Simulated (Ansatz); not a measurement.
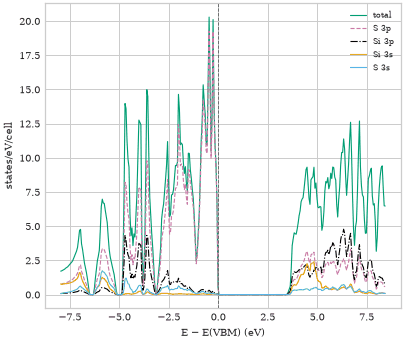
Fig. 1. Total and projected density of states of SiS2 in space group P2_1/c (No. 14; Si on 4e, S on 4e, S on 4e), r²SCAN+D4 (plane waves, PAW; program Ansatz)

### Question
Which orbitals carry the states next to the gap?

### Answer
Top 1 eV of the valence band: S 3p 94 %. Bottom 1 eV of the conduction band: Si 3p 30 %, S 3p 29 %, Si 3s 19 %, S 3s 6 %, outside the projected shells 15 %. Projections are on Löwdin-orthogonalised atomic valence shells; empty p or d shells of many metals are not among them.

### Question
Where is the tallest occupied peak in this window, and what makes it?

### Answer
Near -0.5 eV, about 20 states/eV per cell; the largest projected share is S 3p.

The workflow started from a Materials Project entry (that database holds measured and hypothetical structures alike); the Crystallography Open Database copy checked does not list it. COD files the formula under space group No. 72, 122, so this cell is another polymorph or a model. Its standing as an ambient phase is unchecked. The r²SCAN+D4 relaxation kept the symmetry of its start; its stability against distortions is not shown here.

Potentials: the later of the program's two PAW sets.
